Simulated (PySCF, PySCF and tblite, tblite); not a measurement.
# C₇H₁₁N: conformers and averaged spectra, part 1 of 2

Which conformers does C₇H₁₁N (`N#CC1CCCCC1`) populate, and what do their averaged NMR parameters look like?

Programs: PySCF 2.14.0 with density-fitted response routines of our own, and tblite 0.8.0. All values are computed, except where a source is named. Atoms count from 0 throughout.

### 1 The molecule as given

19 atoms, charge 0, multiplicity 1; geometry from: MMFF94s geometry.

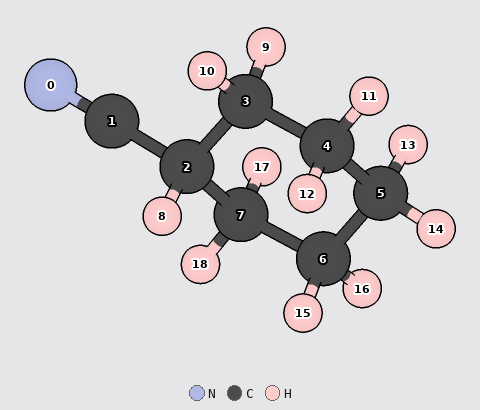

The starting geometry (nitrogen light blue, carbon dark grey, hydrogen pink), atoms numbered.

### 2 GFN2-xTB relaxation, conformer 1

What the job is given:

```
{"job": {"xc": "GFN2-xTB", "basis": "xTB", "kind": "relax"}, "charge": 0, "multiplicity": 1}
N      3.622100    -0.975300    -0.469100
C      2.557900    -0.606000    -0.143900
C      1.238100    -0.153700     0.295700
C      0.234900    -1.312000     0.291300
C     -1.173000    -0.862900     0.682600
C     -1.660300     0.268600    -0.230700
C     -0.671600     1.439100    -0.246100
C      0.742300     0.986100    -0.614900
H      1.316000     0.237400     1.316500
H      0.203300    -1.798200    -0.684500
H      0.563500    -2.092500     1.005100
H     -1.868500    -1.710800     0.610600
H     -1.184200    -0.521900     1.728800
H     -1.781500    -0.110900    -1.251800
H     -2.640400     0.626900     0.112900
H     -0.653100     1.908400     0.760300
H     -1.014200     2.201400    -0.947800
H      0.738700     0.645500    -1.666600
H      1.420200     1.840100    -0.556000
```

Command:

```sh
$ OMP_NUM_THREADS=1 python ens_run.py task.json out
```

One launch serves the whole session.

Standard output:

```text
step      E/eV     max force
  0    -639.46935    3.500
  1    -639.24969   10.727
  2    -639.53960    0.955
  3    -639.54745    0.453
  4    -639.55897    0.589
  5    -639.56230    0.383
  6    -639.56490    0.143
  7    -639.56635    0.175
  8    -639.56825    0.256
  9    -639.56948    0.178
 10    -639.57054    0.086
 11    -639.57166    0.167
 12    -639.57308    0.236
 13    -639.57439    0.172
 14    -639.57522    0.066
 15    -639.57571    0.065
 16    -639.57608    0.098
 17    -639.57631    0.067
 18    -639.57647    0.032
 19    -639.57647    0.032
 20    -639.57655    0.032
 21    -639.57679    0.075
 22    -639.57675    0.178
 23    -639.57691    0.034
 24    -639.57701    0.040
 25    -639.57722    0.107
 26    -639.57735    0.088
 27    -639.57744    0.029
 28    -639.57750    0.029
 29    -639.57755    0.049
 30    -639.57760    0.039
 31    -639.57763    0.017
 32    -639.57766    0.022
 33    -639.57770    0.042
 34    -639.57774    0.046
 35    -639.57777    0.029
 36    -639.57780    0.021
 37    -639.57782    0.037
 38    -639.57785    0.038
 39    -639.57787    0.020
 40    -639.57787    0.005
 41    -639.57788    0.007
 42    -639.57788    0.009
 43    -639.57788    0.006
 44    -639.57788    0.004
```

It took 0.18 s on 1 thread of AMD EPYC 9R45, shared host.

Relaxing gained 0.109 eV and moved the atoms by 0.05 Å on average (rms).

**GFN2-xTB relaxation, conformer 2**

What the job is given:

```
{"job": {"xc": "GFN2-xTB", "basis": "xTB", "kind": "relax"}, "charge": 0, "multiplicity": 1}
N      2.529600    -0.180300     2.008400
C      1.977800    -0.237500     0.973500
C      1.308600    -0.328200    -0.320000
C      0.719800     1.045000    -0.738800
C     -0.517600     1.425900     0.087400
C     -1.585200     0.334500     0.043200
C     -1.020600    -1.006800     0.494400
C      0.219900    -1.404800    -0.306200
H      2.059500    -0.612000    -1.066800
H      1.475800     1.822200    -0.630000
H      0.439600     0.996300    -1.793300
H     -0.235500     1.626400     1.121300
H     -0.940200     2.360300    -0.308400
H     -2.417500     0.618800     0.684900
H     -1.977200     0.250500    -0.971800
H     -1.795300    -1.780200     0.404100
H     -0.767500    -0.958600     1.567500
H      0.613900    -2.357600     0.082000
H     -0.097700    -1.604600    -1.338700
```

Standard output:

```text
step      E/eV     max force
  0    -639.45761    3.658
  1    -639.18922   11.627
  2    -639.52602    0.997
  3    -639.53369    0.422
  4    -639.54438    0.627
  5    -639.54854    0.477
  6    -639.55149    0.151
  7    -639.55276    0.177
  8    -639.55487    0.335
  9    -639.55680    0.322
 10    -639.55871    0.201
 11    -639.56051    0.157
 12    -639.56297    0.371
 13    -639.56646    0.496
 14    -639.57003    0.364
 15    -639.57209    0.115
 16    -639.57333    0.121
 17    -639.57438    0.206
 18    -639.57514    0.175
 19    -639.57571    0.078
 20    -639.57612    0.061
 21    -639.57646    0.107
 22    -639.57675    0.100
 23    -639.57697    0.047
 24    -639.57713    0.026
 25    -639.57713    0.026
 26    -639.57718    0.064
 27    -639.57732    0.022
 28    -639.57737    0.020
 29    -639.57755    0.035
 30    -639.57767    0.043
 31    -639.57784    0.031
 32    -639.57798    0.029
 33    -639.57816    0.032
 34    -639.57840    0.054
 35    -639.57867    0.052
 36    -639.57889    0.028
 37    -639.57904    0.026
 38    -639.57916    0.033
 39    -639.57926    0.034
 40    -639.57932    0.020
 41    -639.57937    0.013
 42    -639.57940    0.015
 43    -639.57944    0.017
 44    -639.57948    0.016
 45    -639.57951    0.015
 46    -639.57954    0.013
 47    -639.57957    0.016
 48    -639.57960    0.014
 49    -639.57963    0.012
 50    -639.57965    0.011
 51    -639.57967    0.011
 52    -639.57968    0.007
 53    -639.57968    0.005
 54    -639.57969    0.005
 55    -639.57969    0.007
 56    -639.57970    0.006
 57    -639.57970    0.005
 58    -639.57971    0.004
 59    -639.57971    0.006
 60    -639.57972    0.006
 61    -639.57972    0.004
 62    -639.57972    0.004
```

Wall time 0.27 s (1 thread of AMD EPYC 9R45, shared host).

Relaxing gained 0.122 eV and moved the atoms by 0.09 Å on average (rms).

### 3 Shieldings, conformer 1: KT2/pcSseg-1 in chloroform

What the job is given:

```
{"job": {"xc": "KT2", "basis": "pcSseg-1", "solvent": "chloroform", "kind": "nmr", "pop": true}, "charge": 0, "multiplicity": 1}
N      3.556436    -0.949852    -0.440473
C      2.524506    -0.590568    -0.103206
C      1.213246    -0.144356     0.299873
C      0.228999    -1.322474     0.281400
C     -1.162655    -0.848503     0.688352
C     -1.643492     0.262617    -0.240637
C     -0.665413     1.433920    -0.221240
C      0.729472     0.974256    -0.633868
H      1.290043     0.246601     1.322658
H      0.194037    -1.744351    -0.725952
H      0.576048    -2.104293     0.960591
H     -1.857969    -1.689375     0.656091
H     -1.135424    -0.476971     1.715851
H     -1.723732    -0.125520    -1.258786
H     -2.634473     0.601288     0.067270
H     -0.626549     1.858570     0.785132
H     -1.006892     2.217128    -0.900725
H      0.704602     0.598944    -1.659839
H      1.429407     1.812190    -0.599953
```

Standard output:

```text
coarse grid: 15488 points
cycle   1  E = -333.7410416140  dE =  7.835e-01  |g| = 6.006e-01  |ddm| = 3.967e+00
cycle   2  E = -333.5321562067  dE =  2.089e-01  |g| = 1.114e+00  |ddm| = 1.686e+00
cycle   3  E = -333.8176424679  dE = -2.855e-01  |g| = 2.923e-01  |ddm| = 1.158e+00
cycle   4  E = -333.8368834288  dE = -1.924e-02  |g| = 7.615e-02  |ddm| = 2.599e-01
cycle   5  E = -333.8382074727  dE = -1.324e-03  |g| = 1.332e-02  |ddm| = 8.619e-02
cycle   6  E = -333.8382501635  dE = -4.269e-05  |g| = 3.686e-03  |ddm| = 1.964e-02
cycle   7  E = -333.8382536944  dE = -3.531e-06  |g| = 5.327e-04  |ddm| = 4.681e-03
final grid: 148544 points
cycle   8  E = -333.8314225794  dE = -3.220e-04  |g| = 1.515e-02  |ddm| = 7.431e-02
cycle   9  E = -333.8313572851  dE =  6.529e-05  |g| = 2.174e-02  |ddm| = 3.355e-02
cycle  10  E = -333.8314781830  dE = -1.209e-04  |g| = 2.576e-03  |ddm| = 2.101e-02
cycle  11  E = -333.8314797667  dE = -1.584e-06  |g| = 5.999e-04  |ddm| = 2.924e-03
cycle  12  E = -333.8314797792  dE = -1.246e-08  |g| = 5.782e-04  |ddm| = 8.645e-04
cycle  13  E = -333.8314798533  dE = -7.413e-08  |g| = 5.318e-05  |ddm| = 4.783e-04
cycle  14  E = -333.8314798540  dE = -7.022e-10  |g| = 1.052e-05  |ddm| = 6.419e-05
converged SCF energy = -333.8314798540

GIAO shielding tensors (ppm)
atom      isotropic    diamagn.    paramagn.     s11        s22        s33       span
  0 N        7.588     343.724    -336.137   -137.500   -129.680    289.944    427.444
  1 C       65.997     258.376    -192.379    -51.240    -43.351    292.583    343.823
  2 C      155.458     250.191     -94.733    147.471    153.218    165.685     18.214
  3 C      149.543     248.308     -98.765    141.925    149.231    157.473     15.547
  4 C      154.376     248.279     -93.904    150.525    155.816    156.786      6.261
  5 C      154.738     248.810     -94.071    149.654    154.664    159.897     10.243
  6 C      154.356     248.283     -93.927    150.507    155.797    156.763      6.256
  7 C      149.522     248.310     -98.788    141.908    149.205    157.452     15.544
  8 H       29.133      30.078      -0.944     25.301     28.704     33.394      8.092
  9 H       30.056      31.285      -1.230     26.781     29.055     34.332      7.551
 10 H       29.378      29.749      -0.371     24.697     28.374     35.063     10.365
 11 H       29.618      29.145       0.473     24.836     27.598     36.421     11.585
 12 H       30.223      30.719      -0.496     26.661     28.390     35.617      8.956
 13 H       30.290      30.883      -0.593     27.089     28.219     35.563      8.474
 14 H       29.770      29.058       0.712     25.206     27.536     36.567     11.361
 15 H       30.222      30.719      -0.496     26.661     28.390     35.616      8.956
 16 H       29.617      29.143       0.473     24.835     27.596     36.418     11.583
 17 H       30.053      31.282      -1.230     26.778     29.052     34.328      7.550
 18 H       29.376      29.746      -0.370     24.696     28.372     35.059     10.363
```

Wall time 22 s (1 thread of AMD EPYC 9R45, shared host); peak memory 0.92 GiB.

In short: HOMO -7.37 eV, LUMO -0.07 eV; dipole 5.16 D.

The fields below are evaluated on a grid from the run's orbitals.

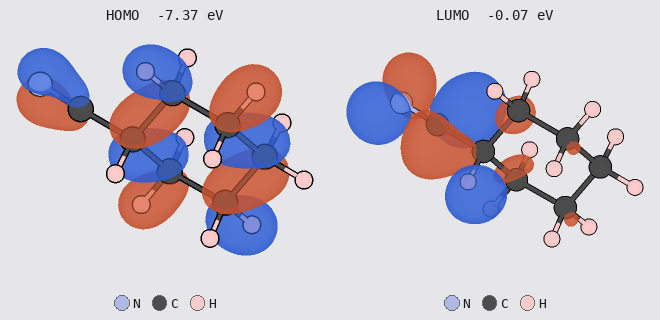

KT2/pcSseg-1 orbitals near the gap, drawn at the value that encloses 70 % of each; the two colours are the two signs.

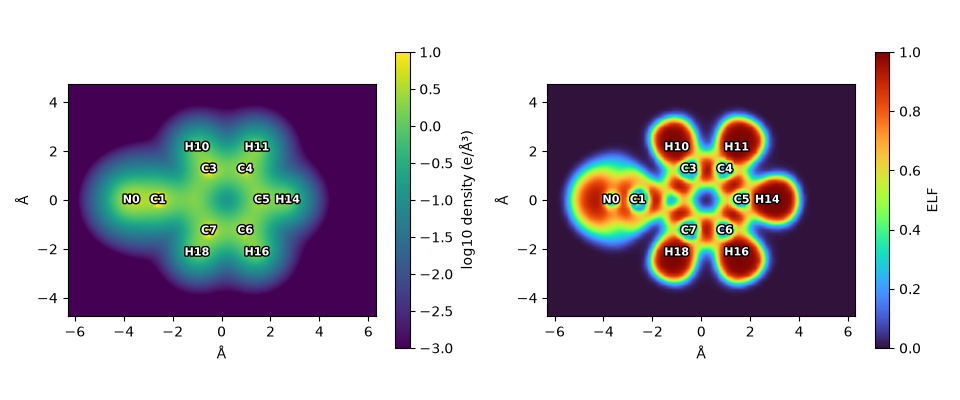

Density (left) and ELF (right) in a plane through or near 12 of the atoms.

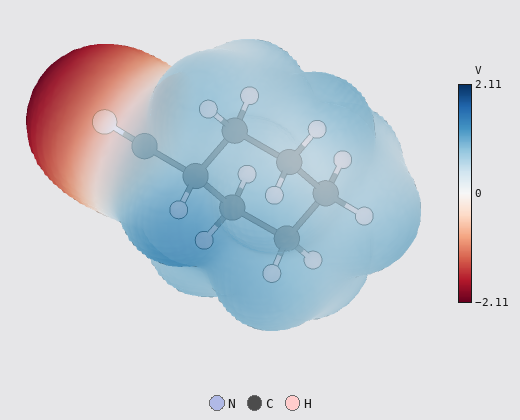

Electrostatic potential on the surface of density 0.002 e/bohr³; red is low, blue high. It runs, from the 1st to the 99th percentile, from -2.11 V near N0 to 1.24 V near H8.

### 4 Single-point energy, conformer 1: B3LYP/def2-SVP in chloroform

Changed since step 3:

```diff
@@ -1,2 +1,2 @@
-{"job": {"xc": "KT2", "basis": "pcSseg-1", "solvent": "chloroform", "kind": "nmr", "pop": true}, "charge": 0, "multiplicity": 1}
+{"job": {"xc": "B3LYP", "basis": "def2-SVP", "solvent": "chloroform", "kind": "sp"}, "charge": 0, "multiplicity": 1}
 N      3.556436    -0.949852    -0.440473
```

Standard output:

```text
coarse grid: 15488 points
cycle   1  E = -327.7476276879  dE =  8.904e-01  |g| = 5.234e-01  |ddm| = 4.628e+00
cycle   2  E = -327.6292288119  dE =  1.184e-01  |g| = 9.061e-01  |ddm| = 1.414e+00
cycle   3  E = -327.8116729810  dE = -1.824e-01  |g| = 1.743e-01  |ddm| = 8.385e-01
cycle   4  E = -327.8185218984  dE = -6.849e-03  |g| = 5.036e-02  |ddm| = 1.891e-01
cycle   5  E = -327.8190964809  dE = -5.746e-04  |g| = 1.022e-02  |ddm| = 7.114e-02
cycle   6  E = -327.8191227242  dE = -2.624e-05  |g| = 1.750e-03  |ddm| = 1.764e-02
cycle   7  E = -327.8191234847  dE = -7.604e-07  |g| = 3.417e-04  |ddm| = 2.745e-03
final grid: 148544 points
cycle   8  E = -327.8842376416  dE = -6.003e-05  |g| = 5.696e-03  |ddm| = 5.934e-02
cycle   9  E = -327.8842318610  dE =  5.781e-06  |g| = 7.465e-03  |ddm| = 1.435e-02
cycle  10  E = -327.8842461466  dE = -1.429e-05  |g| = 1.332e-03  |ddm| = 8.584e-03
cycle  11  E = -327.8842464746  dE = -3.279e-07  |g| = 5.470e-04  |ddm| = 1.519e-03
cycle  12  E = -327.8842465388  dE = -6.424e-08  |g| = 6.615e-05  |ddm| = 5.337e-04
cycle  13  E = -327.8842465398  dE = -1.051e-09  |g| = 1.907e-05  |ddm| = 1.065e-04
cycle  14  E = -327.8842465399  dE = -9.106e-11  |g| = 3.709e-06  |ddm| = 2.789e-05
converged SCF energy = -327.8842465399
```

It took 7.6 s on 1 thread of AMD EPYC 9R45, shared host; peak memory 0.78 GiB.

This run: HOMO -8.31 eV, LUMO 1.00 eV; dipole 4.87 D.

### 5 Shieldings, conformer 2: KT2/pcSseg-1 in chloroform

What the job is given:

```
{"job": {"xc": "KT2", "basis": "pcSseg-1", "solvent": "chloroform", "kind": "nmr", "pop": false}, "charge": 0, "multiplicity": 1}
N      2.295842    -0.123343     2.045583
C      1.849532    -0.211222     0.996386
C      1.287611    -0.322402    -0.329389
C      0.706095     1.029134    -0.770472
C     -0.484246     1.415371     0.102599
C     -1.557889     0.332104     0.054608
C     -0.984691    -1.004058     0.517868
C      0.201887    -1.408687    -0.351997
H      2.105958    -0.607403    -1.003554
H      1.478556     1.799558    -0.714582
H      0.386044     0.944739    -1.811937
H     -0.147872     1.547375     1.133736
H     -0.896110     2.366384    -0.241151
H     -2.397627     0.615279     0.691455
H     -1.931326     0.233627    -0.968099
H     -1.753597    -1.777845     0.470362
H     -0.657772    -0.918142     1.556831
H      0.618932    -2.355527    -0.001367
H     -0.129131    -1.545690    -1.384342
```

Standard output:

```text
coarse grid: 15488 points
cycle   1  E = -333.7414662686  dE =  7.849e-01  |g| = 5.987e-01  |ddm| = 3.928e+00
cycle   2  E = -333.5431335901  dE =  1.983e-01  |g| = 1.088e+00  |ddm| = 1.589e+00
cycle   3  E = -333.8179339279  dE = -2.748e-01  |g| = 2.930e-01  |ddm| = 1.068e+00
cycle   4  E = -333.8370478760  dE = -1.911e-02  |g| = 7.802e-02  |ddm| = 2.520e-01
cycle   5  E = -333.8384267914  dE = -1.379e-03  |g| = 1.039e-02  |ddm| = 8.521e-02
cycle   6  E = -333.8384507649  dE = -2.397e-05  |g| = 3.580e-03  |ddm| = 1.576e-02
cycle   7  E = -333.8384542272  dE = -3.462e-06  |g| = 4.238e-04  |ddm| = 4.905e-03
final grid: 148544 points
cycle   8  E = -333.8317254524  dE = -3.254e-04  |g| = 1.460e-02  |ddm| = 6.945e-02
cycle   9  E = -333.8316580122  dE =  6.744e-05  |g| = 2.151e-02  |ddm| = 3.281e-02
cycle  10  E = -333.8317766008  dE = -1.186e-04  |g| = 3.049e-03  |ddm| = 2.143e-02
cycle  11  E = -333.8317780923  dE = -1.491e-06  |g| = 1.720e-03  |ddm| = 3.799e-03
cycle  12  E = -333.8317787312  dE = -6.389e-07  |g| = 3.173e-04  |ddm| = 1.262e-03
cycle  13  E = -333.8317787557  dE = -2.453e-08  |g| = 6.121e-05  |ddm| = 3.533e-04
cycle  14  E = -333.8317787567  dE = -9.981e-10  |g| = 9.216e-06  |ddm| = 8.369e-05
converged SCF energy = -333.8317787567

GIAO shielding tensors (ppm)
atom      isotropic    diamagn.    paramagn.     s11        s22        s33       span
  0 N        0.201     344.024    -343.823   -153.796   -139.101    293.500    447.296
  1 C       67.092     261.088    -193.996    -49.296    -39.095    289.667    338.962
  2 C      155.772     252.335     -96.563    144.369    153.973    168.972     24.603
  3 C      150.967     248.311     -97.344    145.749    150.258    156.893     11.143
  4 C      157.013     249.494     -92.481    150.254    158.385    162.400     12.146
  5 C      153.815     249.280     -95.466    149.163    154.486    157.795      8.632
  6 C      157.020     249.496     -92.477    150.268    158.374    162.417     12.148
  7 C      150.980     248.312     -97.333    145.759    150.272    156.909     11.150
  8 H       28.377      28.765      -0.388     24.399     25.995     34.738     10.338
  9 H       29.501      29.814      -0.313     25.194     27.526     35.783     10.589
 10 H       29.896      30.911      -1.015     26.552     27.673     35.462      8.910
 11 H       29.668      31.971      -2.303     26.560     28.544     33.901      7.341
 12 H       29.785      29.567       0.218     24.959     27.611     36.784     11.825
 13 H       29.651      29.729      -0.078     25.153     27.434     36.367     11.213
 14 H       30.301      31.041      -0.740     26.753     28.350     35.800      9.047
 15 H       29.785      29.570       0.215     24.959     27.611     36.785     11.826
 16 H       29.669      31.974      -2.304     26.560     28.545     33.903      7.343
 17 H       29.501      29.814      -0.314     25.194     27.524     35.785     10.590
 18 H       29.899      30.915      -1.016     26.554     27.676     35.465      8.911
```

Wall time 16 s (1 thread of AMD EPYC 9R45, shared host); peak memory 0.97 GiB.

In short: HOMO -7.38 eV, LUMO -0.20 eV; dipole 4.76 D.

### 6 Single-point energy, conformer 2: B3LYP/def2-SVP in chloroform

Changed since step 5:

```diff
@@ -1,2 +1,2 @@
-{"job": {"xc": "KT2", "basis": "pcSseg-1", "solvent": "chloroform", "kind": "nmr", "pop": false}, "charge": 0, "multiplicity": 1}
+{"job": {"xc": "B3LYP", "basis": "def2-SVP", "solvent": "chloroform", "kind": "sp"}, "charge": 0, "multiplicity": 1}
 N      2.295842    -0.123343     2.045583
```

Standard output:

```text
coarse grid: 15488 points
cycle   1  E = -327.7466295812  dE =  8.926e-01  |g| = 5.220e-01  |ddm| = 4.646e+00
cycle   2  E = -327.6347557397  dE =  1.119e-01  |g| = 8.876e-01  |ddm| = 1.344e+00
cycle   3  E = -327.8100790406  dE = -1.753e-01  |g| = 1.811e-01  |ddm| = 7.807e-01
cycle   4  E = -327.8174024877  dE = -7.323e-03  |g| = 5.142e-02  |ddm| = 1.996e-01
cycle   5  E = -327.8179997124  dE = -5.972e-04  |g| = 8.611e-03  |ddm| = 7.533e-02
cycle   6  E = -327.8180178069  dE = -1.809e-05  |g| = 1.647e-03  |ddm| = 1.581e-02
cycle   7  E = -327.8180185025  dE = -6.957e-07  |g| = 2.791e-04  |ddm| = 2.815e-03
final grid: 148544 points
cycle   8  E = -327.8828721718  dE = -6.286e-05  |g| = 6.089e-03  |ddm| = 6.535e-02
cycle   9  E = -327.8828657403  dE =  6.431e-06  |g| = 7.937e-03  |ddm| = 1.580e-02
cycle  10  E = -327.8828817893  dE = -1.605e-05  |g| = 1.386e-03  |ddm| = 9.753e-03
cycle  11  E = -327.8828821450  dE = -3.557e-07  |g| = 5.462e-04  |ddm| = 1.533e-03
cycle  12  E = -327.8828822093  dE = -6.437e-08  |g| = 5.782e-05  |ddm| = 5.177e-04
cycle  13  E = -327.8828822101  dE = -7.849e-10  |g| = 1.962e-05  |ddm| = 9.412e-05
converged SCF energy = -327.8828822101
```

Wall time 7.5 s (1 thread of AMD EPYC 9R45, shared host); peak memory 0.78 GiB.

In short: HOMO -8.32 eV, LUMO 0.83 eV; dipole 4.53 D.

(Continued in part 2 of 2.)
